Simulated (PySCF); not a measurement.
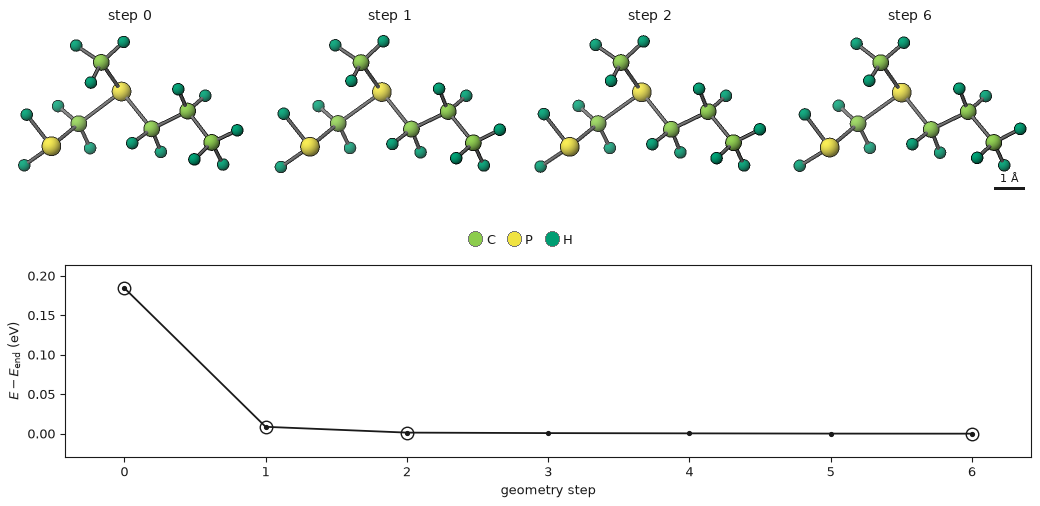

Frames of a relaxation of C$_{5}$H$_{14}$P$_{2}$, marked on the history of the run. The picture is a ball-and-stick view, seen at a tilt.

The start comes from GFN2-xTB. Its atoms were then displaced at random by about 0.01 Å.

These are results of PySCF, PBE0-D3(BJ)/def2-SVP geometry optimisation, gas phase, not measurements. 

### What happens along the run?

The largest move after the best rigid fit is that of an H atom, 0.17 Å. By element the largest moves are H 0.17 Å, P 0.10 Å, C 0.07 Å. Among the contacts that change: H–P 1.368 → 1.428 Å, C–P 1.891 → 1.858 Å, C–C 1.494 → 1.521 Å, C–H 1.076 → 1.101 Å. Among the angles between lasting bonds that change: C–P–H 93.5° → 97.1°, P–C–H 110.1° → 113.4°, P–C–H 109.3° → 111.9°. After 6 geometry steps the energy has fallen by 0.185 eV. From step 0 to 1: an H atom moves most (0.14 Å), energy −0.176 eV. From step 1 to 2: an H atom moves most (0.02 Å), energy −0.007 eV. From step 2 to 6: an H atom moves most (0.07 Å), energy −0.001 eV.

| step | E − E(0), eV |
| --- | --- |
| 0 | 0.0000 |
| 1 | -0.1758 |
| 2 | -0.1832 |
| 3 | -0.1838 |
| 4 | -0.1841 |
| 5 | -0.1844 |
| 6 | -0.1845 |
